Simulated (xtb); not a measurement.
**AlH₃: geometry relaxation (part 2 of 2)**

The same run, continued: AlH₃, multiplicity 3, SMILES [AlH3]; GFN0-xTB (xtb 6.7.1). The geometry comes from this level: PBE0-D4/def2-TZVP.

Geometry of the input (Å):
```
Al 0.0137  -0.0148  -0.0051
H  0.6332  0.6709  1.2836
H  -1.3408  -0.8320  0.1051
H  0.7494  0.1157  -1.4039
```

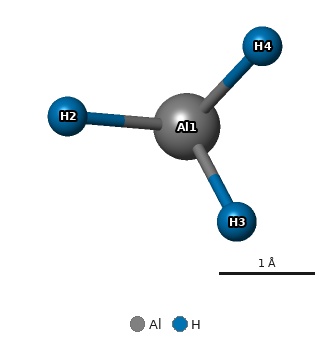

Figure 1. The geometry at step 8 of the log (ball-and-stick view, seen on its broad side; atoms are numbered from 1 in the order of the input).

Log, continued:
```
........................................................................
.............................. CYCLE   12 ..............................
........................................................................
     Diagonalization            ...        0 min,  0.000 sec
 * total energy  :    -2.9482398 Eh     change       -0.2807558E-04 Eh
   gradient norm :     0.0007234 Eh/α   predicted    -0.1726264E-04 ( -38.51%)
   displ. norm   :     0.0695358 α      lambda       -0.2470537E-04
   maximum displ.:     0.0535114 α      in ANC's #3, #4, #2, ...

........................................................................
.............................. CYCLE   13 ..............................
........................................................................
     Diagonalization            ...        0 min,  0.000 sec
 * total energy  :    -2.9482142 Eh     change        0.2559685E-04 Eh
   gradient norm :     0.0021865 Eh/α   predicted    -0.1237973E-04 (-148.36%)
   displ. norm   :     0.0314653 α      lambda       -0.5893910E-04
   maximum displ.:     0.0241276 α      in ANC's #4, #2, #3, ...

........................................................................
.............................. CYCLE   14 ..............................
........................................................................
     Diagonalization            ...        0 min,  0.000 sec
 * total energy  :    -2.9482534 Eh     change       -0.3917184E-04 Eh
   gradient norm :     0.0008219 Eh/α   predicted    -0.2949859E-04 ( -24.69%)
   displ. norm   :     0.0261683 α      lambda       -0.1059784E-04
   maximum displ.:     0.0186766 α      in ANC's #4, #2, #3, ...

........................................................................
.............................. CYCLE   15 ..............................
........................................................................
     Diagonalization            ...        0 min,  0.000 sec
 * total energy  :    -2.9482583 Eh     change       -0.4841676E-05 Eh
   gradient norm :     0.0005019 Eh/α   predicted    -0.5300784E-05 (   9.48%)
   displ. norm   :     0.0058717 α      lambda       -0.1564087E-05
   maximum displ.:     0.0053641 α      in ANC's #4, #1, #2, ...

........................................................................
.............................. CYCLE   16 ..............................
........................................................................
     Diagonalization            ...        0 min,  0.000 sec
 * total energy  :    -2.9482597 Eh     change       -0.1416358E-05 Eh
   gradient norm :     0.0002932 Eh/α   predicted    -0.7813845E-06 ( -44.83%)
   displ. norm   :     0.0033210 α      lambda       -0.3714729E-06
   maximum displ.:     0.0022814 α      in ANC's #3, #5, #2, ...

........................................................................
.............................. CYCLE   17 ..............................
........................................................................
     Diagonalization            ...        0 min,  0.000 sec
 * total energy  :    -2.9482601 Eh     change       -0.4367335E-06 Eh
   gradient norm :     0.0002021 Eh/α   predicted    -0.1862827E-06 ( -57.35%)
   displ. norm   :     0.0067001 α      lambda       -0.4565485E-06
   maximum displ.:     0.0047433 α      in ANC's #3, #2, #5, ...

   *** GEOMETRY OPTIMIZATION CONVERGED AFTER 17 ITERATIONS ***

------------------------------------------------------------------------
 total energy gain   :        -0.1025392 Eh      -64.3443 kcal/mol
 total RMSD          :         1.1306641 a0        0.5983 Å
 total power (kW/mol):       -15.8362719 (step)********** (real)
------------------------------------------------------------------------

 ANCopt (total)                0 d,  0 h,  0 min,  0.007 sec
 optimizer setup                ...        0 min,  0.000 sec (  0.661%)
 model hessian                  ...        0 min,  0.000 sec (  0.495%)
 ANC generation                 ...        0 min,  0.000 sec (  0.854%)
 coordinate transformation      ...        0 min,  0.000 sec (  0.631%)
 single point calculation       ...        0 min,  0.006 sec ( 81.038%)
 optimization log               ...        0 min,  0.000 sec (  5.569%)
 hessian update                 ...        0 min,  0.000 sec (  0.549%)
 rational function              ...        0 min,  0.000 sec (  4.911%)

================
 final structure:
================
4
 xtb: 6.7.1 (unknown-commit)
Al          -0.32961171046059        0.72445733913202       -0.02194583020795
H            0.70067503470575        0.37324615779203        1.19476991877271
H           -0.81241612054348       -0.87544041855227       -0.12250045763895
H            0.49685279629814       -0.28246307837231       -1.07062363092610

 Bond Distances (Angstroems)
 ---------------------------
Al1-H2=1.6326        Al1-H3=1.6742        Al1-H4=1.6723        H2-Al1=1.6326        H3-Al1=1.6742        H4-Al1=1.6723
 Al H  Rav=1.6597 sigma=0.0192  Rmin=1.6326  Rmax=1.6742     3

 selected bond angles (degree)
 --------------------
H3-Al1-H2= 91.21               H4-Al1-H2= 91.49               H4-Al1-H3= 61.93

 selected dihedral angles (degree)
 ---------------------------------

           -------------------------------------------------
          |                Final Singlepoint                |
           -------------------------------------------------

          ...................................................
          :                      SETUP                      :
          :.................................................:
          :  # basis functions                  16          :
          :  # atomic orbitals                  15          :
          :  # shells                            9          :
          :  # electrons                         6          :
          :  electronic temp.          300.0000000     K    :
          :  accuracy                    1.0000000          :
          :  -> integral cutoff          0.2500000E+02      :
          :  -> integral neglect         0.1000000E-07      :
          ...................................................
  Checking positiv definite overlap ...  done.

         #    Occupation            Energy/Eh            Energy/eV
      -------------------------------------------------------------
         1        2.0000           -0.5513552             -15.0031
         2        2.0000           -0.5067332             -13.7889
         3        1.0000           -0.4510125             -12.2727
         4        1.0000           -0.3671799              -9.9915 (HOMO)
         5                         -0.1709897              -4.6529 (LUMO)
         6                         -0.1638664              -4.4590
         7                         -0.1342972              -3.6544
         8                         -0.1274591              -3.4683
         9                         -0.1274591              -3.4683
       ...                                ...                  ...
        15                          1.5806500              43.0117
      -------------------------------------------------------------
                  HL-Gap            0.1961902 Eh            5.3386 eV
             Fermi-level            0.0000000 Eh            0.0000 eV

 EHT (total)                   0 d,  0 h,  0 min,  0.000 sec
 EHT setup                      ...        0 min,  0.000 sec (  5.341%)
 Coordination number            ...        0 min,  0.000 sec (  1.265%)
 EEQ model density              ...        0 min,  0.000 sec (  2.232%)
 D4 Dispersion                  ...        0 min,  0.000 sec (  7.062%)
 Integral evaluation            ...        0 min,  0.000 sec ( 22.940%)
 Cholesky factorization         ...        0 min,  0.000 sec (  1.333%)
 Zeroth order Hamiltonian       ...        0 min,  0.000 sec ( 10.841%)
 Gradient calculation           ...        0 min,  0.000 sec ( 37.423%)

         :::::::::::::::::::::::::::::::::::::::::::::::::::::
         ::                     SUMMARY                     ::
         :::::::::::::::::::::::::::::::::::::::::::::::::::::
         :: total energy              -2.948260115057 Eh    ::
         :: gradient norm              0.000247128803 Eh/a0 ::
         :: HOMO-LUMO gap              5.338607406852 eV    ::
         ::.................................................::
         :: H0 energy                 -2.934369266351 Eh    ::
         :: repulsion energy           0.007484284597 Eh    ::
         :: electrostat energy        -0.021052509544 Eh    ::
         :: -> Gsolv                   0.000000000000 Eh    ::
         ::    -> Gsasa                0.000000000000 Eh    ::
         ::    -> Gshift               0.000000000000 Eh    ::
         :: dispersion energy         -0.000322623759 Eh    ::
         :: short-range corr.          0.000000000000 Eh    ::
         :: add. restraining           0.000000000000 Eh    ::
         :: total charge              -0.000000000000 e     ::
         :::::::::::::::::::::::::::::::::::::::::::::::::::::

           -------------------------------------------------
          |                Property Printout                |
           -------------------------------------------------

    * Orbital Energies and Occupations

         #    Occupation            Energy/Eh            Energy/eV
      -------------------------------------------------------------
         1        2.0000           -0.5513552             -15.0031
         2        2.0000           -0.5067332             -13.7889
         3        1.0000           -0.4510125             -12.2727
         4        1.0000           -0.3671799              -9.9915 (HOMO)
         5                         -0.1709897              -4.6529 (LUMO)
         6                         -0.1638664              -4.4590
         7                         -0.1342972              -3.6544
         8                         -0.1274591              -3.4683
         9                         -0.1274591              -3.4683
        10                         -0.0929778              -2.5301
        11                         -0.0888587              -2.4180
        12                         -0.0599727              -1.6319
        13                          0.6673495              18.1595
        14                          0.8978627              24.4321
        15                          1.5806500              43.0117
      -------------------------------------------------------------
                  HL-Gap            0.1961902 Eh            5.3386 eV
             Fermi-level            0.0000000 Eh            0.0000 eV

     #   Z          covCN         q      C6AA      α(0)
     1  13          2.508     0.238   144.050    23.551
     2   1          0.852    -0.089     5.231     3.584
     3   1          0.827    -0.075     4.806     3.439
     4   1          0.828    -0.075     4.811     3.441

 Mol. C6AA /au·bohr⁶  :        344.779218
 Mol. C8AA /au·bohr⁸  :      19660.976455
 Mol. α(0) /au        :         34.013971

Wiberg/Mayer (AO) data.
largest (>0.10) Wiberg bond orders for each atom

 ---------------------------------------------------------------------------
     #   Z sym  total        # sym  WBO       # sym  WBO       # sym  WBO
 ---------------------------------------------------------------------------
     1  13      2.126 --     2      0.879     4      0.624     3      0.623
     2   1      0.867 --     1      0.879
     3   1      0.880 --     1      0.623     4      0.263
     4   1      0.881 --     1      0.624     3      0.263
 ---------------------------------------------------------------------------

Topologies differ in total number of bonds
Writing topology from bond orders to xtbtopo.mol

 dipole moment from electron density (au)
     X       Y       Z
  -1.1488   1.1474  -0.8848  total (Debye):    4.700

           -------------------------------------------------
          |                Geometry Summary                 |
           -------------------------------------------------

      molecular mass/u    :       30.0053608
   center of mass at/Å    :       -0.2834581       0.6250912      -0.0196789
  moments of inertia/u·Å² :        0.4048545E+01   0.5415592E+01   0.6476015E+01
rotational constants/cm⁻¹ :        0.4163874E+01   0.3112796E+01   0.2603087E+01

 * 1 selected distances

     #   Z          #   Z                                           value/Å
     1  13          2   1                                         1.6325556 (max)

 * 1 distinct bonds (by element types)

   Z      Z             #   av. dist./Å        max./Å        min./Å
   1 H   13 Al          1     1.6325556     1.6325556     1.6325556

optimized geometry written to: xtbopt.xyz

           -------------------------------------------------
          | TOTAL ENERGY               -2.948260115057 Eh   |
          | GRADIENT NORM               0.000247128803 Eh/α |
          | HOMO-LUMO GAP               5.338607406852 eV   |
           -------------------------------------------------

------------------------------------------------------------------------
------------------------------------------------------------------------
 total:
 *  cpu-time:     0 d,  0 h,  0 min,  0.016 sec
 * ratio c/w:     1.000 speedup
 SCF:
 *  cpu-time:     0 d,  0 h,  0 min,  0.001 sec
 * ratio c/w:     1.001 speedup
 ANC optimizer:
 *  cpu-time:     0 d,  0 h,  0 min,  0.008 sec
 * ratio c/w:     1.000 speedup
```

Trajectory as extended XYZ (Å, eV, eV/Å), 17 frames, from step=0 to step=16:
```
4
Properties=species:S:1:pos:R:3 step=0 energy=-77.43601
Al    0.0137   -0.0148   -0.0051
H     0.6332    0.6709    1.2836
H    -1.3408   -0.8320    0.1051
H     0.7494    0.1157   -1.4039
4
Properties=species:S:1:pos:R:3 step=1 energy=-77.80011
Al    0.0120   -0.0120   -0.0057
H     0.6701    0.7102    1.3594
H    -1.4196   -0.8809    0.1117
H     0.7931    0.1224   -1.4857
4
Properties=species:S:1:pos:R:3 step=2 energy=-78.15960
Al   -0.0201    0.0399   -0.0177
H     0.7403    0.7589    1.4874
H    -1.5389   -0.9765    0.1261
H     0.8742    0.1175   -1.6161
4
Properties=species:S:1:pos:R:3 step=3 energy=-78.43650
Al   -0.1785    0.2951   -0.0770
H     0.8520    0.7391    1.6300
H    -1.6142   -1.1390    0.1559
H     0.9963    0.0446   -1.7292
4
Properties=species:S:1:pos:R:3 step=4 energy=-78.49038
Al   -0.2335    0.3837   -0.0976
H     0.8620    0.7003    1.6196
H    -1.5774   -1.1573    0.1611
H     1.0044    0.0131   -1.7033
4
Properties=species:S:1:pos:R:3 step=5 energy=-78.75187
Al   -0.3501    0.5716   -0.1413
H     0.8394    0.5698    1.5068
H    -1.4032   -1.1385    0.1641
H     0.9694   -0.0630   -1.5499
4
Properties=species:S:1:pos:R:3 step=6 energy=-79.17749
Al   -0.4550    0.7434   -0.1798
H     0.8003    0.4309    1.3675
H    -1.2028   -1.0966    0.1611
H     0.9130   -0.1379   -1.3692
4
Properties=species:S:1:pos:R:3 step=7 energy=-79.75599
Al   -0.4373    0.7273   -0.1695
H     0.7032    0.3366    1.1801
H    -0.9988   -0.9663    0.1336
H     0.7884   -0.1578   -1.1645
4
Properties=species:S:1:pos:R:3 step=8 energy=-79.87887
Al   -0.2998    0.6102   -0.0862
H     0.6004    0.3243    1.0842
H    -0.8234   -0.8090    0.0232
H     0.5783   -0.1857   -1.0415
4
Properties=species:S:1:pos:R:3 step=9 energy=-80.18854
Al   -0.3467    0.7598   -0.0779
H     0.6409    0.3094    1.1647
H    -0.7791   -0.8544   -0.0369
H     0.5403   -0.2750   -1.0702
4
Properties=species:S:1:pos:R:3 step=10 energy=-80.22493
Al   -0.3071    0.7337   -0.0294
H     0.6714    0.3625    1.2223
H    -0.7988   -0.8628   -0.1086
H     0.4901   -0.2936   -1.1046
4
Properties=species:S:1:pos:R:3 step=11 energy=-80.22569
Al   -0.3155    0.7308   -0.0324
H     0.6767    0.3618    1.2094
H    -0.8029   -0.8655   -0.1052
H     0.4972   -0.2873   -1.0921
4
Properties=species:S:1:pos:R:3 step=12 energy=-80.22500
Al   -0.3242    0.7322   -0.0260
H     0.6881    0.3635    1.1943
H    -0.7968   -0.8669   -0.1198
H     0.4884   -0.2891   -1.0688
4
Properties=species:S:1:pos:R:3 step=13 energy=-80.22606
Al   -0.3257    0.7274   -0.0248
H     0.6945    0.3693    1.1959
H    -0.8068   -0.8718   -0.1203
H     0.4935   -0.2851   -1.0711
4
Properties=species:S:1:pos:R:3 step=14 energy=-80.22619
Al   -0.3283    0.7240   -0.0231
H     0.7006    0.3740    1.1966
H    -0.8146   -0.8762   -0.1215
H     0.4977   -0.2820   -1.0723
4
Properties=species:S:1:pos:R:3 step=15 energy=-80.22623
Al   -0.3287    0.7247   -0.0227
H     0.7001    0.3731    1.1955
H    -0.8127   -0.8754   -0.1220
H     0.4968   -0.2826   -1.0712
4
Properties=species:S:1:pos:R:3 step=16 energy=-80.22625
Al   -0.3296    0.7245   -0.0220
H     0.7007    0.3733    1.1948
H    -0.8124   -0.8754   -0.1225
H     0.4969   -0.2825   -1.0706
```

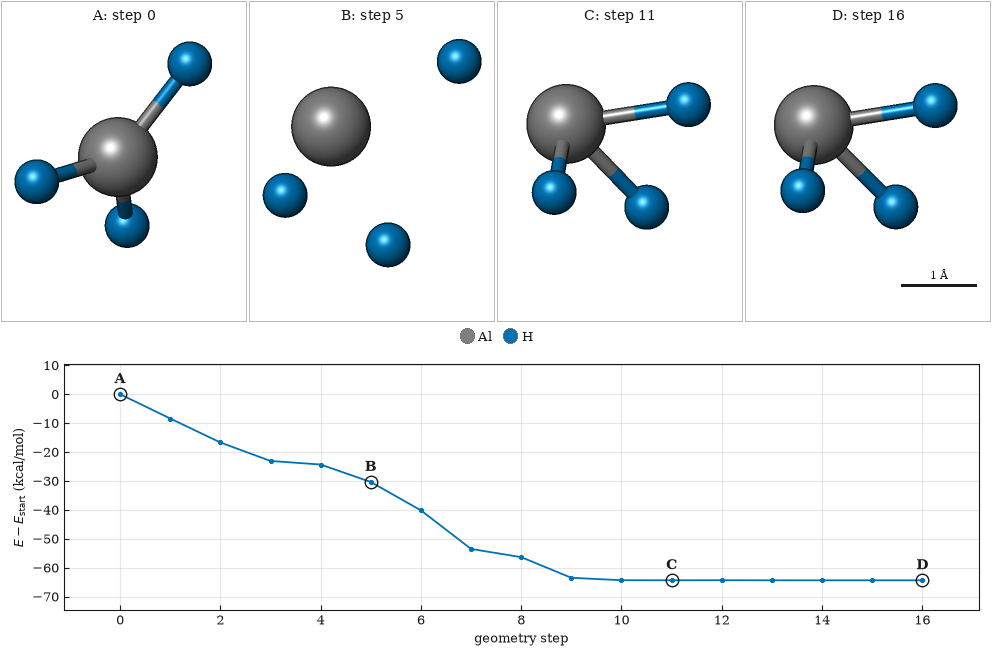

Figure 2. Frames of the relaxation (ball-and-stick view, seen at a tilt) above the curves, on which the letters mark them (steps are counted from 0).

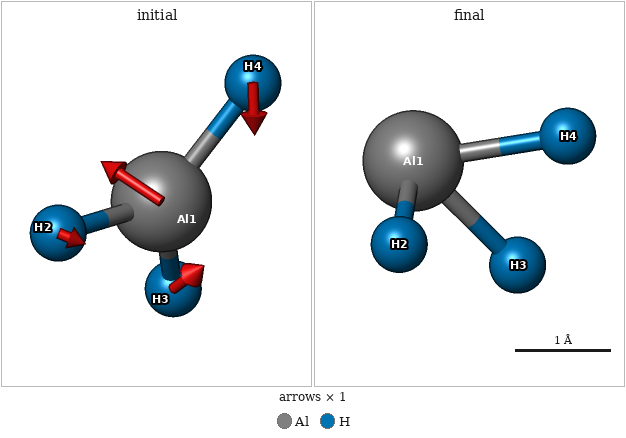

Figure 3. Before (left) and after (right) the relaxation, at one scale (ball-and-stick view, seen at a tilt). The red arrows give the displacements, at true length. Al1 moves most after the best rigid fit: 0.82 Å. Largest moves by element: Al 0.82 Å, H 0.58 Å. Among the contacts that change: Al1–H3 1.586 → 1.674 Å, Al1–H2 1.586 → 1.633 Å. Among the angles that change: H3–Al1–H4 120.0° → 61.9°, H2–Al1–H3 120.0° → 91.2°. The energy falls by 64.3 kcal/mol in 16 geometry steps. (Atoms are counted from 1 in the order of the input.)

Key numbers:

- outcome: converged
- electrons treated: 6
- total energy: −2.948260 hartree
- dispersion energy: −0.000323 hartree
- basis functions: 16
- dipole moment: 4.70 D
- peak memory: 0.077 GiB
